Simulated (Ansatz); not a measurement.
## Electronic structure of H4OSi in real space

The calculation's input:

```
crystal:
  periodic: [false, false, false]
  atoms:
    - {symbol: Si, position_ang: [-0.817010, 0.079251, -0.042367]}
    - {symbol: O, position_ang: [1.006934, -0.282879, -0.423163]}
    - {symbol: H, position_ang: [0.107831, -1.144828, -0.590530]}
    - {symbol: H, position_ang: [-0.780110, 0.445307, 1.411397]}
    - {symbol: H, position_ang: [-1.040590, 1.393153, -0.722368]}
    - {symbol: H, position_ang: [1.522945, -0.490005, 0.367032]}
basis:
  gaussian: {orbitals: def2-TZVPP}
hamiltonian: {xc: pbe0, dispersion: d4}
output: {orbitals: {seedname: orbitals}}
```

Command:

```sh
ansatz run in.yaml --threads 2 --pin off --events-out ev --progress --plain --max-ram 4352MiB
```

A transition-state structure; geometry: PBE0-D4/def2-TZVP.

Level of theory: Ansatz, RKS PBE0-D4/def2-TZVPP.

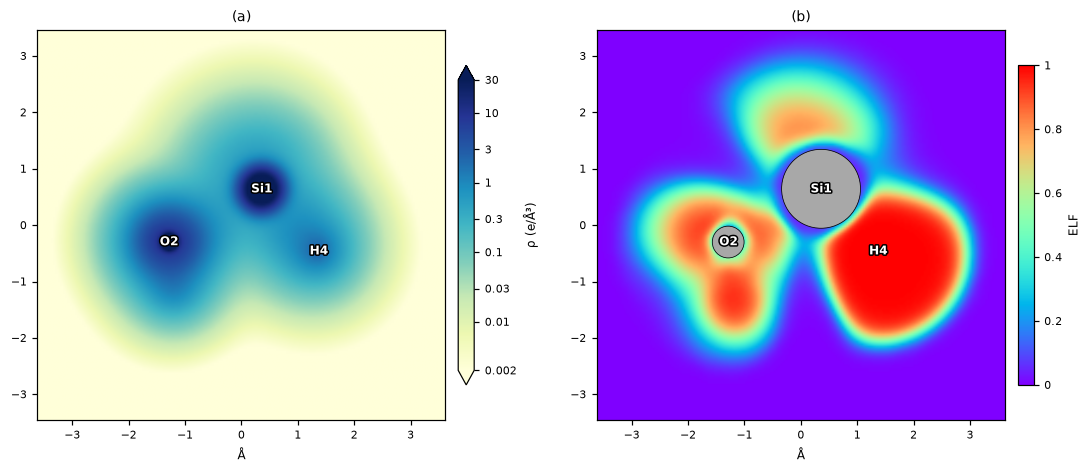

Figure 1. (a) total electron density; (b) electron localisation function on the plane of atoms O2, Si1 and H4. Grey discs cover the atomic cores in the ELF map.

What does the map show?

The plane passes through Si, O and H nuclei. Si–O (1.90 Å): ρ is about 0.68 e/Å³ halfway; the ELF peaks at about 0.85 between the atoms: a shared but strongly polarised pair. Si–H (1.50 Å): ρ at the midpoint is about 0.8 e/Å³; the ELF climbs to about 1 towards the hydrogen, as it does in any bond to H. The ELF also peaks beside O2, away from the bonds: lone-pair regions.

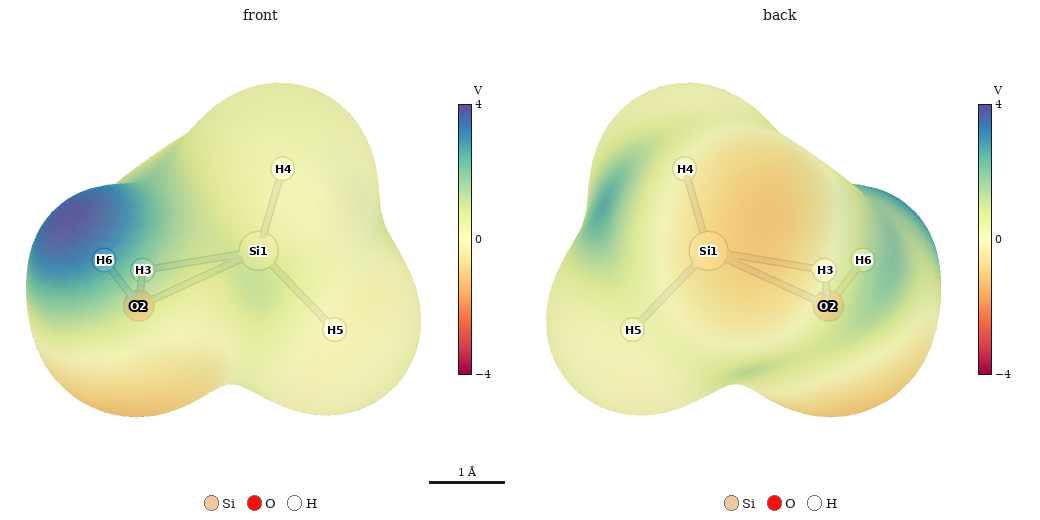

Figure 2. The molecular electrostatic potential painted on the density surface at 0.004 e/bohr³, seen from the front and from behind; red is negative and blue positive.

Where is the surface potential most negative and most positive?

The most negative region (about −1.2 V) lies over H3, the most positive (about +3.9 V) over H6.

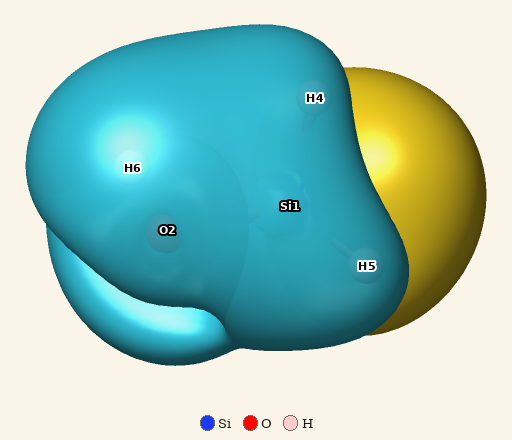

Figure 3. The LUMO at ±0.06 Å⁻³ᐟ² (yellow and cyan are the two phases), seen across its widest extent.

Where does this orbital lie, and at what energy?

By Hirshfeld shares it lies mainly on Si1 (about 55 %), O2 (about 15 %), H3 (about 15 %) and H6 (about 10 %). Its energy is −1.33 eV.
